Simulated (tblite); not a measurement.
Energy and gradient calculation of C₃H₉Si

C₃H₉Si, multiplicity 2, computed with GFN2-xTB, U-SCC (tblite 0.8.0).

The geometry comes from this level: GFN2-xTB.

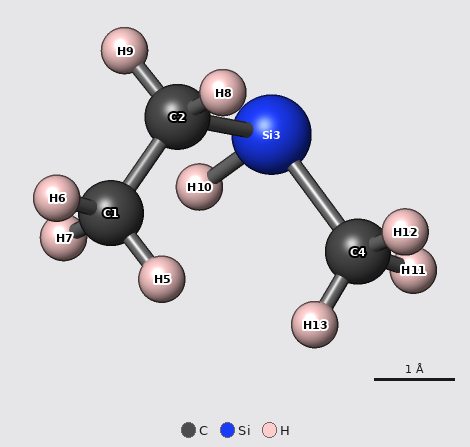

Figure 1. The structure as given in the input (ball-and-stick view, seen at a tilt; atoms are numbered from 1 in the order of the input). Bond lengths as drawn: C–C 1.52 Å, C–H 1.09 to 1.10 Å, C–Si 1.91 to 1.92 Å and H–Si 1.49 Å.

The input (job.py)
```python
import json
import numpy as np
from tblite.interface import Calculator

symbols = ["C", "C", "Si", "C", "H", "H", "H", "H", "H", "H", "H", "H", "H"]
numbers = np.array([6, 6, 14, 6, 1, 1, 1, 1, 1, 1, 1, 1, 1])
positions = np.array([
    [-0.869440, 1.322620, -0.214210],
    [-0.305640, 0.638870, 1.022100],
    [1.228930, -0.474800, 0.724660],
    [0.603720, -1.747220, -0.559180],
    [-1.203800, 0.579700, -0.940280],
    [-1.726510, 1.973480, 0.012550],
    [-0.101890, 1.937360, -0.688320],
    [-1.099910, 0.048670, 1.495390],
    [-0.024390, 1.406320, 1.754250],
    [2.045510, 0.418580, -0.142880],
    [1.421780, -2.419310, -0.827030],
    [-0.192930, -2.367250, -0.142800],
    [0.224590, -1.317000, -1.494260],
]) / 0.52917721

calculator = Calculator("GFN2-xTB", numbers, positions, charge=0, uhf=1)
calculator.set("accuracy", 0.1)
calculator.add("spin-polarization", 1.0)
res = calculator.singlepoint()

print(f"E(total): {res.get('energy') * 2625.4996:.8f} kJ/mol")
eps = np.atleast_2d(res.get("orbital-energies")) * 27.211386
occ = np.atleast_2d(res.get("orbital-occupations"))
filled = occ.sum(axis=0) if eps.shape[0] == 1 else occ[0]
homo = np.nonzero(filled > 0.5)[0].max()
print("  MO   occupation   energy/eV")
for i in range(max(0, homo - 4), min(eps.shape[1], homo + 5)):
    print(f"{i + 1:4d} {filled[i]:10.4f} {eps[0, i]:12.4f}")
mu = res.get("dipole") * 2.541746
print(f"dipole: {np.linalg.norm(mu):.4f} D, components " + " ".join(f"{c:.4f}" for c in mu))
q = res.get("charges")
g = res.get("gradient")
print("atom     charge      dE/dx        dE/dy        dE/dz   (Eh/bohr)")
for i, s in enumerate(symbols):
    print(f"{s:<2}{i + 1:<3} {q[i]:9.4f} {g[i, 0]:12.7f} {g[i, 1]:12.7f} {g[i, 2]:12.7f}")
print(f"gradient norm {np.linalg.norm(g):.6f} Eh/bohr")
out = {k: np.asarray(res.get(k)).tolist() for k in ("energy", "gradient", "charges", "dipole", "orbital-energies", "orbital-occupations")}
out.update(symbols=symbols, positions=(positions * 0.529177210903).tolist())
json.dump(out, open("results.json", "w"))
```

Machine: 1 thread of Arm Neoverse V1, 24 GiB of memory available, shared host.

Launched with:
```bash
python job.py
```

The program's output
```
------------------------------------------------------------
  cycle        total energy    energy error   density error
------------------------------------------------------------
      1     -12.57013221738  -1.2743630E+01   1.8729279E-01
      2     -12.64968153131  -7.9549314E-02   8.6735540E-02
      3     -12.65439245445  -4.7109231E-03   5.9038430E-02
      4     -12.66097591951  -6.5834651E-03   1.1176974E-02
      5     -12.66092037629   5.5543223E-05   9.2890542E-03
      6     -12.66101887040  -9.8494110E-05   2.6015693E-03
      7     -12.66104571191  -2.6841511E-05   1.1869775E-03
      8     -12.66104682557  -1.1136599E-06   4.1509020E-04
      9     -12.66104686897  -4.3395982E-08   1.4336505E-04
     10     -12.66104689753  -2.8560052E-08   5.8515150E-05
     11     -12.66104690312  -5.5976397E-09   2.5313954E-05
     12     -12.66104690366  -5.3086247E-10   1.0315891E-05
     13     -12.66104690372  -6.8087758E-11   3.2868642E-06
     14     -12.66104690373  -9.6544994E-12   1.0693249E-06
------------------------------------------------------------

 total:                                   0.007 sec
E(total): -33241.57358133 kJ/mol
  MO   occupation   energy/eV
   9     1.0000     -12.1597
  10     1.0000     -11.6503
  11     1.0000     -10.8949
  12     1.0000     -10.4338
  13     1.0000      -8.3094
  14     0.0000      -4.9342
  15     0.0000      -4.6229
  16     0.0000      -1.8957
  17     0.0000      -1.7425
dipole: 0.4643 D, components 0.0862 -0.3308 0.3143
atom     charge      dE/dx        dE/dy        dE/dz   (Eh/bohr)
C 1     -0.0917   -0.0008636   -0.0003691    0.0054800
C 2     -0.1423    0.0029357   -0.0007912   -0.0173510
Si3      0.3646    0.0133543   -0.0136764    0.0285115
C 4     -0.1894   -0.0026513    0.0125494   -0.0020277
H 5      0.0231   -0.0005631   -0.0016491   -0.0011915
H 6      0.0247   -0.0057856    0.0047547   -0.0020458
H 7      0.0219    0.0015909    0.0009944   -0.0003636
H 8      0.0091   -0.0010607   -0.0020540    0.0009043
H 9      0.0022    0.0028385    0.0004228    0.0014439
H 10    -0.0774   -0.0075260    0.0027712   -0.0079128
H 11     0.0110    0.0030052   -0.0001500    0.0010791
H 12     0.0186   -0.0015282   -0.0008439    0.0016842
H 13     0.0256   -0.0037461   -0.0019588   -0.0082104
gradient norm 0.044736 Eh/bohr
```

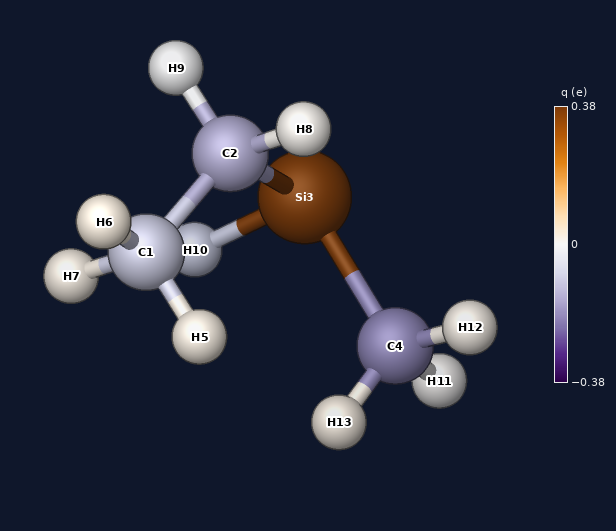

Figure 2. Mulliken charges, as the colour of each atom (ball-and-stick view, seen at a tilt; atoms are numbered from 1 in the order of the input). By element: C −0.19 to −0.09, Si +0.36 and H −0.08 to +0.03 e.

Results in brief

```tsv
quantity	value
outcome	converged
total energy	−12.661047 hartree
basis functions	30
largest force	1.765 eV/Å
dipole moment	0.46 D
peak memory	0.069 GiB
```
